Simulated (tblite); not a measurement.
**Run report: Sb$_{30}$H$_{14}$, geometry relaxation (part 2 of 2)**

The same run, continued: Sb$_{30}$H$_{14}$; GFN1-xTB geometry optimisation, gas phase (tblite 0.8.0). 

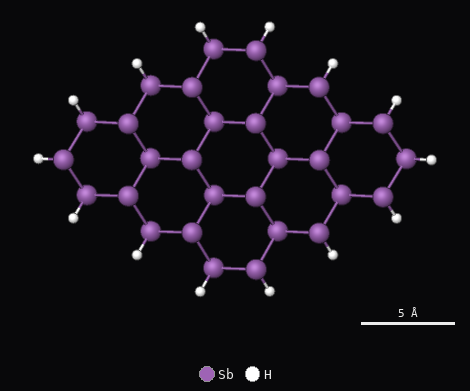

Figure 1. The geometry at step 35 of the log (ball-and-stick view, seen on its broad side).

Trajectory as extended XYZ, continued:
```
44
Properties=species:S:1:pos:R:3:forces:R:3 step=18 energy=-2282.65921
Sb   -1.9687    1.1194   -0.7712   -0.0020   0.0130  -0.0090
Sb   -3.9781    2.2301    0.7563   -0.0240   0.0370   0.0160
Sb   -5.9782    1.0958   -0.7692    0.0060   0.0170   0.0410
Sb   -5.9900   -1.1959    0.7560   -0.0250   0.0140   0.0070
Sb   -3.9893   -2.3026   -0.7847    0.0030   0.0010  -0.0210
Sb   -2.0160   -1.1629    0.7728    0.0020  -0.0010  -0.0110
Sb    4.0308    4.5893   -0.7549    0.0080   0.0310  -0.0160
Sb    2.0392    5.7249    0.7675   -0.0140   0.0150  -0.0290
Sb    0.0579    4.5618   -0.7574   -0.0210   0.0210  -0.0290
Sb    0.0156    2.2650    0.7696   -0.0140   0.0150   0.0090
Sb    2.0171    1.1650   -0.7721   -0.0020  -0.0070   0.0050
Sb    3.9898    2.3038    0.7855    0.0040  -0.0050   0.0260
Sb    5.9903    1.1970   -0.7561    0.0210  -0.0030  -0.0130
Sb    1.9686   -1.1179    0.7716    0.0160  -0.0170   0.0000
Sb    3.9794   -2.2301   -0.7563    0.0000  -0.0170  -0.0300
Sb    5.9772   -1.0942    0.7675    0.0070  -0.0240  -0.0260
Sb   -7.9942   -2.3252   -0.7676   -0.0100   0.0230  -0.0060
Sb   -8.0114   -4.6249    0.7262   -0.0260  -0.0270   0.0000
Sb   -6.0098   -5.7589   -0.7688    0.0000  -0.0180  -0.0030
Sb   -4.0312   -4.5887    0.7559   -0.0040  -0.0230   0.0200
Sb   -0.0145   -2.2637   -0.7697    0.0060  -0.0120  -0.0070
Sb   -0.0570   -4.5598    0.7579    0.0170  -0.0280   0.0260
Sb    1.9511   -5.6934   -0.7444    0.0260  -0.0150   0.0150
Sb    3.9559   -4.5365    0.7431    0.0000  -0.0410  -0.0090
Sb   -1.9517    5.6953    0.7428   -0.0080   0.0260   0.0040
Sb   -3.9546    4.5396   -0.7430   -0.0240   0.0090   0.0080
Sb    8.0110    4.6262   -0.7258    0.0330   0.0170   0.0020
Sb    6.0101    5.7594    0.7703   -0.0060   0.0150   0.0030
Sb    7.9947    2.3253    0.7675    0.0120  -0.0210   0.0020
Sb   -2.0396   -5.7239   -0.7660    0.0200  -0.0120   0.0270
H    -7.2015    1.7991    0.1766    0.0220   0.0200  -0.0140
H     2.0404    7.1351   -0.1797   -0.0260  -0.0090   0.0150
H     7.1995   -1.8001   -0.1779   -0.0220  -0.0170   0.0150
H    -9.2424   -1.6945    0.1992    0.0520   0.0690  -0.0080
H    -9.2307   -5.3306   -0.2309    0.0180   0.0120  -0.0030
H    -6.0898   -7.1569    0.1958    0.0870   0.0130  -0.0070
H     2.0109   -7.1078    0.1999   -0.0430   0.0220  -0.0040
H     5.1497   -5.2948   -0.2030    0.0040   0.0480   0.0050
H    -2.0110    7.1091   -0.2020    0.0440  -0.0200   0.0030
H    -5.1505    5.2955    0.2030    0.0000  -0.0480  -0.0060
H     9.2327    5.3297    0.2303   -0.0230  -0.0110   0.0020
H     6.0902    7.1570   -0.1943   -0.0870  -0.0100   0.0060
H     9.2426    1.6912   -0.1984   -0.0550  -0.0620   0.0090
H    -2.0412   -7.1352    0.1795    0.0270   0.0100  -0.0130
44
Properties=species:S:1:pos:R:3:forces:R:3 step=24 energy=-2282.68587
Sb   -1.9711    1.1283   -0.7750    0.0190  -0.0090   0.0160
Sb   -3.9558    2.2355    0.7815   -0.0040   0.0170   0.0340
Sb   -5.9507    1.1038   -0.7442    0.0130   0.0050  -0.0250
Sb   -5.9707   -1.1979    0.7644    0.0130   0.0110   0.0060
Sb   -3.9789   -2.2967   -0.7949    0.0060  -0.0020   0.0160
Sb   -2.0079   -1.1587    0.7639    0.0100   0.0070  -0.0390
Sb    4.0247    4.5715   -0.7641   -0.0230   0.0030   0.0080
Sb    2.0189    5.7070    0.7428   -0.0070  -0.0250   0.0120
Sb    0.0415    4.5442   -0.7843   -0.0170   0.0120  -0.0080
Sb    0.0077    2.2711    0.7734   -0.0060  -0.0080  -0.0200
Sb    2.0078    1.1600   -0.7632   -0.0030  -0.0090   0.0400
Sb    3.9790    2.2979    0.7964   -0.0010  -0.0090  -0.0230
Sb    5.9702    1.1992   -0.7659   -0.0180  -0.0200   0.0160
Sb    1.9698   -1.1279    0.7751    0.0060   0.0110  -0.0200
Sb    3.9557   -2.2351   -0.7834   -0.0030  -0.0180  -0.0050
Sb    5.9512   -1.1040    0.7440   -0.0280   0.0100   0.0090
Sb   -7.9754   -2.3026   -0.7683    0.0150  -0.0180   0.0080
Sb   -8.0015   -4.6206    0.7155    0.0250   0.0280  -0.0080
Sb   -5.9823   -5.7538   -0.7696    0.0070   0.0200   0.0030
Sb   -4.0238   -4.5709    0.7658    0.0220   0.0020  -0.0130
Sb   -0.0071   -2.2695   -0.7733   -0.0100   0.0020   0.0150
Sb   -0.0412   -4.5432    0.7841    0.0130  -0.0060   0.0130
Sb    1.9447   -5.6807   -0.7404   -0.0250  -0.0120  -0.0270
Sb    3.9483   -4.5256    0.7396    0.0220   0.0230   0.0230
Sb   -1.9438    5.6834    0.7412    0.0080  -0.0030   0.0000
Sb   -3.9495    4.5253   -0.7397    0.0040   0.0030  -0.0170
Sb    8.0027    4.6191   -0.7154   -0.0340  -0.0200   0.0040
Sb    5.9843    5.7536    0.7705   -0.0060  -0.0170  -0.0080
Sb    7.9753    2.3019    0.7684   -0.0230   0.0180  -0.0030
Sb   -2.0188   -5.7054   -0.7429    0.0050   0.0210  -0.0090
H    -7.1820    1.8271    0.1716    0.0000   0.0080   0.0220
H     2.0084    7.1342   -0.1735   -0.0060   0.0070  -0.0250
H     7.1816   -1.8263   -0.1724    0.0060  -0.0110  -0.0260
H    -9.1854   -1.6015    0.1978    0.0120  -0.0190   0.0070
H    -9.2110   -5.3179   -0.2522   -0.0180  -0.0110  -0.0330
H    -5.9796   -7.1532    0.1948   -0.0110   0.0170   0.0080
H     1.9582   -7.0874    0.2079    0.0080  -0.0380   0.0150
H     5.1590   -5.2388   -0.2107    0.0300  -0.0280  -0.0160
H    -1.9580    7.0883   -0.2100   -0.0090   0.0360  -0.0120
H    -5.1591    5.2405    0.2102   -0.0330   0.0260   0.0180
H     9.2105    5.3182    0.2521    0.0240   0.0110   0.0360
H     5.9804    7.1540   -0.1934    0.0120  -0.0230  -0.0050
H     9.1855    1.6024   -0.1973   -0.0060   0.0140  -0.0110
H    -2.0085   -7.1322    0.1745    0.0070  -0.0060   0.0220
44
Properties=species:S:1:pos:R:3:forces:R:3 step=29 energy=-2282.68965
Sb   -1.9710    1.1307   -0.7721   -0.0450   0.0370  -0.0140
Sb   -3.9569    2.2428    0.7899    0.0080  -0.0030  -0.0480
Sb   -5.9473    1.1093   -0.7474    0.0270   0.0100   0.0420
Sb   -5.9670   -1.1922    0.7658   -0.0030   0.0170  -0.0190
Sb   -3.9793   -2.2979   -0.7923   -0.0020   0.0100  -0.0220
Sb   -2.0056   -1.1570    0.7566   -0.0090  -0.0080   0.0420
Sb    4.0165    4.5727   -0.7640   -0.0020  -0.0050  -0.0060
Sb    2.0128    5.7046    0.7448   -0.0280   0.0110  -0.0180
Sb    0.0354    4.5487   -0.7894    0.0080  -0.0110   0.0050
Sb    0.0052    2.2739    0.7703    0.0000   0.0340   0.0190
Sb    2.0067    1.1581   -0.7559   -0.0040   0.0110  -0.0450
Sb    3.9802    2.2974    0.7927   -0.0060   0.0130   0.0330
Sb    5.9661    1.1921   -0.7643    0.0140   0.0020  -0.0200
Sb    1.9733   -1.1296    0.7720    0.0000  -0.0400   0.0180
Sb    3.9558   -2.2422   -0.7878    0.0010   0.0070  -0.0040
Sb    5.9459   -1.1076    0.7450   -0.0010  -0.0350  -0.0100
Sb   -7.9693   -2.3050   -0.7681    0.0410   0.0330  -0.0210
Sb   -8.0001   -4.6178    0.7115   -0.0210  -0.0360   0.0040
Sb   -5.9792   -5.7476   -0.7700    0.0180   0.0210  -0.0110
Sb   -4.0161   -4.5713    0.7646    0.0000  -0.0030   0.0170
Sb   -0.0072   -2.2734   -0.7708    0.0300  -0.0220  -0.0100
Sb   -0.0356   -4.5470    0.7895    0.0000   0.0010  -0.0100
Sb    1.9429   -5.6888   -0.7419    0.0530   0.0110   0.0590
Sb    3.9562   -4.5272    0.7404   -0.0360  -0.0510  -0.0510
Sb   -1.9446    5.6895    0.7390   -0.0200   0.0130  -0.0150
Sb   -3.9538    4.5304   -0.7400   -0.0120   0.0050   0.0420
Sb    7.9999    4.6181   -0.7117    0.0330   0.0260   0.0030
Sb    5.9808    5.7478    0.7705   -0.0280  -0.0270   0.0200
Sb    7.9686    2.3045    0.7688   -0.0260  -0.0260   0.0100
Sb   -2.0131   -5.7034   -0.7440    0.0320  -0.0070   0.0130
H    -7.1764    1.8278    0.1772    0.0030   0.0030   0.0020
H     2.0054    7.1296   -0.1798   -0.0040  -0.0120   0.0030
H     7.1767   -1.8273   -0.1786   -0.0140   0.0030   0.0030
H    -9.1773   -1.6101    0.2004   -0.0130   0.0010   0.0150
H    -9.2104   -5.3177   -0.2616    0.0210   0.0130  -0.0040
H    -5.9829   -7.1424    0.1976   -0.0050  -0.0070   0.0120
H     1.9607   -7.0964    0.2101    0.0040  -0.0100  -0.0050
H     5.1657   -5.2458   -0.2128    0.0060  -0.0080   0.0040
H    -1.9606    7.0974   -0.2117   -0.0050   0.0140   0.0010
H    -5.1659    5.2470    0.2128    0.0010   0.0080  -0.0090
H     9.2112    5.3176    0.2618   -0.0270  -0.0160  -0.0010
H     5.9841    7.1423   -0.1959    0.0050   0.0160  -0.0180
H     9.1777    1.6099   -0.2004    0.0030   0.0030  -0.0070
H    -2.0051   -7.1280    0.1802    0.0040   0.0070   0.0010
44
Properties=species:S:1:pos:R:3:forces:R:3 step=35 energy=-2282.69753
Sb   -1.9799    1.1469   -0.7728    0.0140  -0.0080   0.0000
Sb   -3.9422    2.2568    0.8103    0.0020   0.0180   0.0190
Sb   -5.9230    1.1318   -0.7337   -0.0170   0.0050   0.0050
Sb   -5.9411   -1.1737    0.7700    0.0100  -0.0090   0.0100
Sb   -3.9707   -2.2921   -0.7992    0.0120   0.0030  -0.0040
Sb   -1.9973   -1.1520    0.7485    0.0090   0.0060  -0.0130
Sb    3.9872    4.5585   -0.7703    0.0020  -0.0080  -0.0020
Sb    1.9812    5.6963    0.7336    0.0070   0.0080  -0.0130
Sb    0.0178    4.5428   -0.8122   -0.0200   0.0080  -0.0050
Sb   -0.0033    2.2879    0.7716   -0.0040  -0.0080  -0.0020
Sb    1.9970    1.1534   -0.7479   -0.0050  -0.0070   0.0130
Sb    3.9709    2.2936    0.7996   -0.0080  -0.0120   0.0020
Sb    5.9416    1.1751   -0.7704   -0.0150   0.0030   0.0020
Sb    1.9787   -1.1460    0.7730    0.0020   0.0080  -0.0020
Sb    3.9420   -2.2557   -0.8114   -0.0050  -0.0170  -0.0020
Sb    5.9234   -1.1316    0.7336    0.0100   0.0030  -0.0150
Sb   -7.9354   -2.2877   -0.7676   -0.0200   0.0000   0.0150
Sb   -7.9961   -4.6167    0.6939    0.0080   0.0110  -0.0020
Sb   -5.9496   -5.7270   -0.7683    0.0000  -0.0180   0.0110
Sb   -3.9882   -4.5575    0.7712    0.0020   0.0110  -0.0010
Sb    0.0034   -2.2865   -0.7713   -0.0070   0.0040  -0.0010
Sb   -0.0166   -4.5419    0.8122    0.0160  -0.0050   0.0060
Sb    1.9461   -5.7054   -0.7248   -0.0070  -0.0210  -0.0190
Sb    3.9690   -4.5388    0.7238    0.0220  -0.0020   0.0170
Sb   -1.9453    5.7070    0.7242   -0.0040   0.0140   0.0070
Sb   -3.9696    4.5389   -0.7247   -0.0080   0.0160  -0.0140
Sb    7.9953    4.6189   -0.6931   -0.0080  -0.0140  -0.0010
Sb    5.9481    5.7274    0.7703    0.0080   0.0190  -0.0160
Sb    7.9361    2.2895    0.7669    0.0150  -0.0060  -0.0100
Sb   -1.9814   -5.6954   -0.7322   -0.0070  -0.0080   0.0140
H    -7.1577    1.8412    0.1899   -0.0030   0.0010   0.0010
H     1.9857    7.1182   -0.1924    0.0000   0.0090  -0.0020
H     7.1574   -1.8398   -0.1912    0.0060  -0.0030  -0.0020
H    -9.1457   -1.6008    0.2068   -0.0070   0.0000  -0.0120
H    -9.1960   -5.3090   -0.2970    0.0300   0.0170  -0.0210
H    -5.9585   -7.1201    0.2038   -0.0040  -0.0070  -0.0110
H     1.9545   -7.1220    0.2160    0.0140   0.0140   0.0110
H     5.1909   -5.2534   -0.2186   -0.0200  -0.0040  -0.0110
H    -1.9551    7.1231   -0.2175   -0.0130  -0.0160  -0.0100
H    -5.1901    5.2540    0.2186    0.0170   0.0050   0.0120
H     9.1980    5.3075    0.2967   -0.0320  -0.0130   0.0230
H     5.9612    7.1198   -0.2031    0.0000   0.0070   0.0140
H     9.1454    1.5996   -0.2063    0.0090   0.0020   0.0090
H    -1.9845   -7.1185    0.1925   -0.0010  -0.0050   0.0020
44
Properties=species:S:1:pos:R:3:forces:R:3 step=40 energy=-2282.70354
Sb   -1.9861    1.1615   -0.7734    0.0100  -0.0060   0.0100
Sb   -3.9284    2.2853    0.8274   -0.0070   0.0050  -0.0110
Sb   -5.9088    1.1524   -0.7112   -0.0090  -0.0040   0.0030
Sb   -5.9143   -1.1658    0.7756    0.0030  -0.0020   0.0040
Sb   -3.9543   -2.2829   -0.8109   -0.0240  -0.0120   0.0040
Sb   -1.9853   -1.1450    0.7382    0.0080   0.0040   0.0010
Sb    3.9689    4.5391   -0.7748   -0.0050   0.0000  -0.0130
Sb    1.9573    5.6937    0.7102    0.0110   0.0140  -0.0020
Sb   -0.0139    4.5452   -0.8280    0.0000   0.0110  -0.0020
Sb   -0.0125    2.3015    0.7718   -0.0060  -0.0150   0.0010
Sb    1.9841    1.1459   -0.7375    0.0060  -0.0010  -0.0020
Sb    3.9547    2.2840    0.8114    0.0150   0.0050  -0.0030
Sb    5.9141    1.1670   -0.7752   -0.0080  -0.0030  -0.0110
Sb    1.9858   -1.1614    0.7724   -0.0040   0.0170   0.0090
Sb    3.9284   -2.2839   -0.8275    0.0150  -0.0110   0.0070
Sb    5.9093   -1.1514    0.7113    0.0110   0.0010  -0.0080
Sb   -7.9161   -2.2707   -0.7587    0.0130   0.0020  -0.0230
Sb   -7.9827   -4.6095    0.6835   -0.0160  -0.0030  -0.0200
Sb   -5.9242   -5.7189   -0.7598    0.0100   0.0050  -0.0250
Sb   -3.9679   -4.5381    0.7763    0.0050   0.0010   0.0030
Sb    0.0130   -2.2998   -0.7713   -0.0140   0.0040  -0.0010
Sb    0.0146   -4.5446    0.8286    0.0020  -0.0090  -0.0130
Sb    1.9569   -5.7293   -0.7208   -0.0090  -0.0030   0.0190
Sb    3.9842   -4.5599    0.7198    0.0070   0.0070  -0.0190
Sb   -1.9564    5.7302    0.7196   -0.0030   0.0000  -0.0160
Sb   -3.9847    4.5601   -0.7209   -0.0040   0.0020   0.0260
Sb    7.9839    4.6075   -0.6834    0.0150   0.0160   0.0220
Sb    5.9263    5.7195    0.7595   -0.0100  -0.0100   0.0330
Sb    7.9152    2.2698    0.7597    0.0020  -0.0020   0.0230
Sb   -1.9569   -5.6933   -0.7099   -0.0110  -0.0040   0.0080
H    -7.1525    1.8543    0.2065   -0.0020  -0.0070   0.0110
H     1.9714    7.1219   -0.2083    0.0070  -0.0070  -0.0080
H     7.1523   -1.8532   -0.2081   -0.0010   0.0090  -0.0080
H    -9.1372   -1.5945    0.2065   -0.0100   0.0140   0.0160
H    -9.1538   -5.2844   -0.3517    0.0110   0.0050   0.0040
H    -5.9494   -7.1155    0.2042    0.0080  -0.0140   0.0140
H     1.9670   -7.1343    0.2362    0.0030   0.0050   0.0040
H     5.1952   -5.2706   -0.2387   -0.0060   0.0010  -0.0040
H    -1.9674    7.1349   -0.2374   -0.0020  -0.0030  -0.0060
H    -5.1951    5.2716    0.2385    0.0090  -0.0030   0.0000
H     9.1538    5.2855    0.3521   -0.0130  -0.0100  -0.0080
H     5.9489    7.1174   -0.2022   -0.0050   0.0160  -0.0200
H     9.1368    1.5957   -0.2074    0.0050  -0.0150  -0.0090
H    -1.9709   -7.1207    0.2088   -0.0080   0.0030   0.0100
44
Properties=species:S:1:pos:R:3:forces:R:3 step=42 energy=-2282.70397
Sb   -1.9854    1.1615   -0.7732   -0.0010  -0.0020   0.0020
Sb   -3.9274    2.2861    0.8284   -0.0040  -0.0050  -0.0080
Sb   -5.9082    1.1530   -0.7096   -0.0040  -0.0070  -0.0010
Sb   -5.9123   -1.1658    0.7764   -0.0040  -0.0020   0.0030
Sb   -3.9545   -2.2830   -0.8116   -0.0110  -0.0050   0.0050
Sb   -1.9842   -1.1444    0.7377   -0.0070  -0.0050   0.0030
Sb    3.9677    4.5376   -0.7761    0.0030   0.0030  -0.0040
Sb    1.9567    5.6938    0.7085    0.0060   0.0000   0.0010
Sb   -0.0151    4.5448   -0.8295    0.0070   0.0010   0.0070
Sb   -0.0132    2.3007    0.7721    0.0030  -0.0010  -0.0020
Sb    1.9837    1.1454   -0.7371    0.0070   0.0040  -0.0020
Sb    3.9544    2.2836    0.8121    0.0090   0.0070  -0.0050
Sb    5.9118    1.1667   -0.7763    0.0060   0.0020  -0.0050
Sb    1.9856   -1.1609    0.7731   -0.0020   0.0030  -0.0010
Sb    3.9277   -2.2849   -0.8285    0.0050   0.0040   0.0060
Sb    5.9087   -1.1521    0.7094    0.0030   0.0050   0.0010
Sb   -7.9144   -2.2691   -0.7593    0.0020   0.0090  -0.0060
Sb   -7.9827   -4.6092    0.6814    0.0090   0.0050  -0.0110
Sb   -5.9217   -5.7185   -0.7606    0.0070  -0.0030  -0.0050
Sb   -3.9666   -4.5365    0.7770   -0.0040  -0.0030   0.0050
Sb    0.0126   -2.2997   -0.7717   -0.0010   0.0020   0.0020
Sb    0.0159   -4.5441    0.8294   -0.0060  -0.0010  -0.0060
Sb    1.9561   -5.7298   -0.7195    0.0010   0.0030   0.0020
Sb    3.9850   -4.5594    0.7184   -0.0040   0.0010  -0.0020
Sb   -1.9562    5.7304    0.7183    0.0010  -0.0020  -0.0010
Sb   -3.9853    4.5602   -0.7191    0.0030  -0.0030   0.0010
Sb    7.9839    4.6077   -0.6812   -0.0120  -0.0010   0.0120
Sb    5.9240    5.7189    0.7606   -0.0110   0.0040   0.0060
Sb    7.9141    2.2681    0.7604   -0.0010  -0.0050   0.0040
Sb   -1.9562   -5.6929   -0.7080   -0.0070  -0.0010  -0.0020
H    -7.1518    1.8551    0.2073   -0.0060  -0.0060   0.0150
H     1.9704    7.1215   -0.2088    0.0080   0.0020  -0.0150
H     7.1515   -1.8539   -0.2086    0.0070   0.0060  -0.0150
H    -9.1356   -1.5905    0.2070    0.0030   0.0040   0.0040
H    -9.1515   -5.2831   -0.3536   -0.0050  -0.0040  -0.0110
H    -5.9451   -7.1161    0.2047    0.0050   0.0000   0.0040
H     1.9658   -7.1337    0.2371    0.0040  -0.0050   0.0120
H     5.1953   -5.2692   -0.2396    0.0030  -0.0060  -0.0130
H    -1.9662    7.1344   -0.2383   -0.0040   0.0050  -0.0120
H    -5.1950    5.2702    0.2392   -0.0030   0.0060   0.0130
H     9.1513    5.2840    0.3538    0.0080   0.0020   0.0110
H     5.9447    7.1181   -0.2029   -0.0020  -0.0040  -0.0040
H     9.1350    1.5919   -0.2076   -0.0010  -0.0080  -0.0030
H    -1.9699   -7.1205    0.2095   -0.0090  -0.0010   0.0150
```

Summary:

- outcome: converged
- total energy: −2282.7040 eV
- HOMO: −8.44 eV
- LUMO: −6.66 eV
- point group: C2h
- dipole moment: 0.02 D
- wall time: 12 s (CPU time 19 s)
- peak memory: 0.17 GiB
